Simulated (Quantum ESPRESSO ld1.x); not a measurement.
## N⁺: atomic calculation

- system: the N⁺ ion in the configuration [He] 2s2 2p2 (high spin).
- method: non-relativistic Kohn-Sham, LDA (Slater exchange, VWN5 correlation), spin-polarised, spherical densities, point nucleus (Quantum ESPRESSO ld1.x 7.5)

### Results in brief

- outcome: converged
- total energy: −53.585408 hartree
- kinetic energy: 53.331119 hartree
- electron–nucleus energy: −123.346206 hartree
- Hartree energy: 22.264481 hartree
- exchange–correlation energy: −5.834802 hartree
- radius at density 0.001 e/bohr³: 3.00 bohr
- SCF iterations: 24
- hardware: 1 CPU thread, shared host
- wall time: 0.55 s

### Input file
```
 &input
    zed=7.0,
    iswitch=1,
    rel=0,
    lsd=1,
    dft='SLA-VWN',
    config='[He] 2s2 2p2 3s0 3p0',
    verbosity='high',
    prefix='ld1',
    max_out_wfc=37,
    file_charge='ld1.rho',
 /
```

### Log
```
     Program LD1 v.7.5 starts

     --------------------------- All-electron run ----------------------------

     atomic number is  7.00
     dft =SLA-VWN   lsd =1 sic =0 latt =0  beta=0.20 tr2=1.0E-14
     Exchange-correlation= SLA-VWN
                           (   1   2   0   0   0   0   0)
     mesh =1695 r(mesh) = 100.09201 a.u. xmin = -7.00 dx = 0.00800
     1 Ry =  13.60569312 eV

     n l     nl                  e(Ry)          e(Ha)          e(eV)
     1 0     1S 1( 1.00)     -29.277172683     -14.638586341   -398.3362270
     2 0     2S 1( 1.00)      -2.462958997      -1.231479499    -33.5102643
     2 1     2P 1( 2.00)      -1.626297220      -0.813148610    -22.1269009
     3 0     3S 1( 0.00)      -0.409086517      -0.204543258     -5.5659056
     3 1     3P 1( 0.00)      -0.269458389      -0.134729195     -3.6661682
     1 0     1S 2( 1.00)     -29.168341527     -14.584170764   -396.8555037
     2 0     2S 2( 1.00)      -2.201126646      -1.100563323    -29.9478537
     2 1     2P 2( 0.00)      -1.362690942      -0.681345471    -18.5403548
     3 0     3S 2( 0.00)      -0.376751057      -0.188375529     -5.1259593
     3 1     3P 2( 0.00)      -0.246558841      -0.123279421     -3.3546039

     final scf error:  2.7E-15 reached in  24 iterations

     Etot =    -107.170815 Ry,     -53.585407 Ha,   -1458.133219 eV
     Total magnetization:    2.00 Bohr mag.

     Ekin =     106.662238 Ry,      53.331119 Ha,    1451.213675 eV
     Encl =    -246.692412 Ry,    -123.346206 Ha,   -3356.421252 eV
     Eh   =      44.528963 Ry,      22.264481 Ha,     605.847402 eV
     Exc  =     -11.669603 Ry,      -5.834802 Ha,    -158.773044 eV

     normalization and overlap integrals

     s(1S/1S) =  1.000000  <r> =   0.2317  <r2> =    0.0726  r(max) =   0.1499
     s(1S/2S) = -0.000000
     s(1S/3S) =  0.000000
     s(2S/2S) =  1.000000  <r> =   1.2398  <r2> =    1.8377  r(max) =   0.9901
     s(2S/3S) =  0.000000
     s(2P/2P) =  1.000000  <r> =   1.2479  <r2> =    1.9649  r(max) =   0.8995
     s(2P/3P) = -0.000000
     s(3S/3S) =  1.000000  <r> =   4.1937  <r2> =   20.3068  r(max) =   3.5898
     s(3P/3P) =  1.000000  <r> =   5.1056  <r2> =   30.5615  r(max) =   4.2465
     s(1S/1S) =  1.000000  <r> =   0.2308  <r2> =    0.0720  r(max) =   0.1487
     s(1S/2S) = -0.000000
     s(1S/3S) =  0.000000
     s(2S/2S) =  1.000000  <r> =   1.2787  <r2> =    1.9645  r(max) =   1.0061
     s(2S/3S) =  0.000000
     s(2P/2P) =  1.000000  <r> =   1.3275  <r2> =    2.2487  r(max) =   0.9362
     s(2P/3P) = -0.000000
     s(3S/3S) =  1.000000  <r> =   4.4461  <r2> =   22.8134  r(max) =   3.7965
     s(3P/3P) =  1.000000  <r> =   5.5283  <r2> =   35.7569  r(max) =   4.6371

     ------------------------ End of All-electron run ------------------------
```

### Orbitals

```
orbital  occupation  energy (eV)  ⟨r⟩ (bohr)  outer maximum (bohr)
  1s up           1     −398.336      0.2317                 0.150
1s down           1     −396.856      0.2308                 0.149
  2s up           1      −33.510       1.240                 0.990
2s down           1      −29.948       1.279                  1.01
  2p up           2      −22.127       1.248                 0.899
2p down           0      −18.540       1.328                 0.936
  3s up           0       −5.566       4.194                  3.59
3s down           0       −5.126       4.446                  3.80
  3p up           0       −3.666       5.106                  4.25
3p down           0       −3.355       5.528                  4.64
```

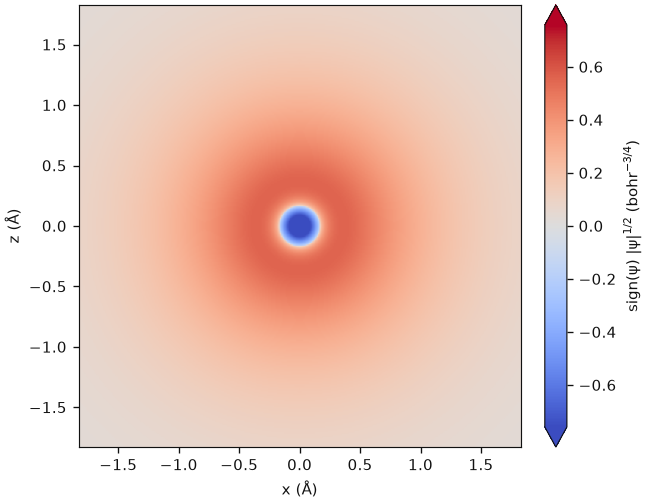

The 2s orbital of down spin. The radial function comes from the spherical calculation and is multiplied by a real spherical harmonic; the overall sign is chosen so that the largest lobe of P(r) is positive. In the xz plane through the nucleus, the colour gives the signed square root of ψ. (1 bohr = 0.529 Å.) It has no angular node and 1 radial node, at r = 0.319 bohr. The outermost maximum of P² lies at 1.01 bohr, ⟨r⟩ = 1.28 bohr, 90 % of the charge lies within 2.03 bohr, and the eigenvalue is −29.9 eV, with 1 electron in the shell for this spin.

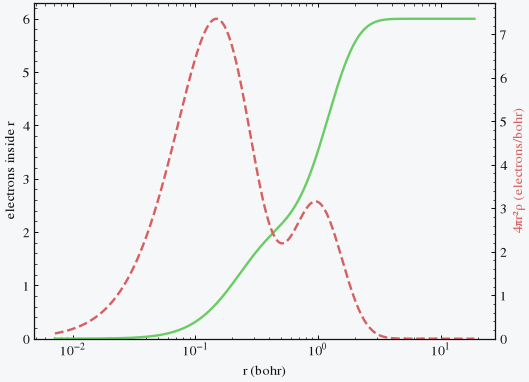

The number of electrons inside radius r (solid) and the radial density 4πr²ρ (dashed). The count levels off at 6 electrons. Half of them lie within 0.832 bohr, 90 % within 1.84 bohr and 99 % within 2.92 bohr. The radial density has a minimum at 0.510 bohr, where the count stands at 2.2; this parts the shells that the density resolves.
